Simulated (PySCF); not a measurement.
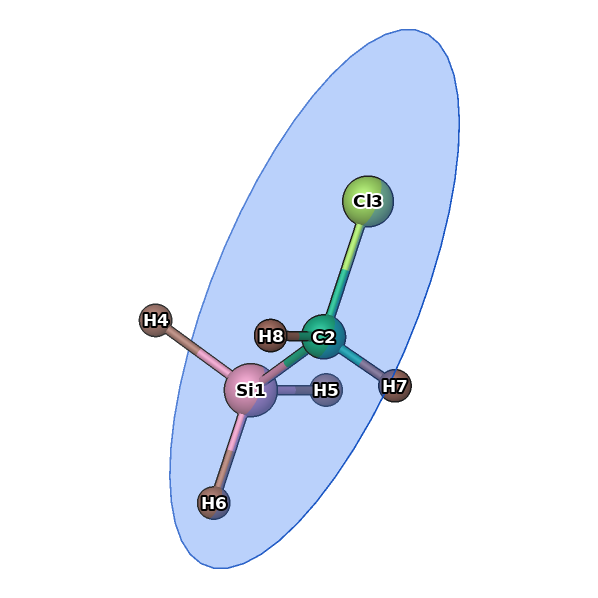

A disc through the centre of mass is drawn in. Atoms fade into the background with distance from the viewer. The geometry was computed by an optimisation with PBE0-D3(BJ)/def2-SVP. No frequency run is at hand to confirm it as a minimum.

Q: Is the plane of the disc a mirror plane of the structure?

A: Yes. The reflection leaves Si1, C2, Cl3, H6 in place and moves H4 ↔ H5; H7 ↔ H8. The point group is Cs.
